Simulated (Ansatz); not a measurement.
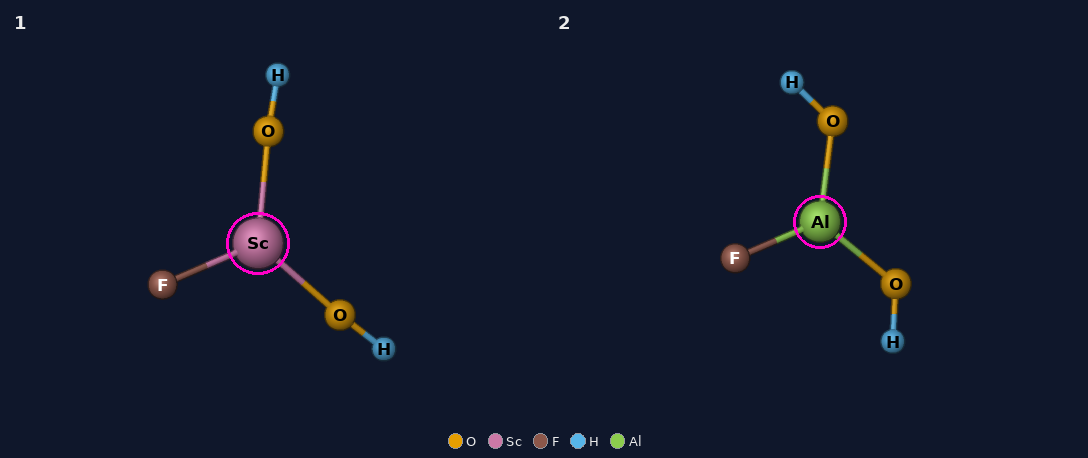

2 molecules with one skeleton, seen from the same side and at one scale; the atom that differs is circled. Each species is neutral and a spin singlet. Computed geometries: PBE0-D4/def2-TZVP optimisations, one conformation each. Properties computed with Ansatz 0.2.0.

One atom differs, called X below: Sc in panel 1, Al in panel 2. Their formulas are FH2O2Sc (`[OH][Sc]([OH])[F]`), AlFH2O2 (`[OH][Al]([OH])[F]`).

Question: In which is the HOMO–LUMO gap larger (ωB97M-V/def2-QZVPP)?

Answer: In panel 2 (X = Al).

Question: In which is the HOMO energy (Kohn–Sham orbital) higher (ωB97M-V/def2-QZVPP)?

Answer: In panel 1 (X = Sc).

Give the values. With PBE0-D4/def2-TZVP: length of X–F (Å), mean length of X–O (Å), angle O–X–O (°), dipole moment (D), harmonic zero-point energy (kJ/mol). With ωB97M-V/def2-QZVPP: HOMO energy (Kohn–Sham orbital) (eV), HOMO–LUMO gap (eV).

```csv
quantity,1 (Sc),2 (Al),2 − 1
length of X–F (Å),1.856,1.647,−0.209
mean length of X–O (Å),1.861,1.680,−0.181
angle O–X–O (°),122.4,118.5,−3.9
HOMO energy (Kohn–Sham orbital) (eV),−11.27,−11.91,−0.64
HOMO–LUMO gap (eV),10.96,12.34,+1.38
dipole moment (D),2.63,0.79,−1.84
harmonic zero-point energy (kJ/mol),70.5,79.2,+8.7
```
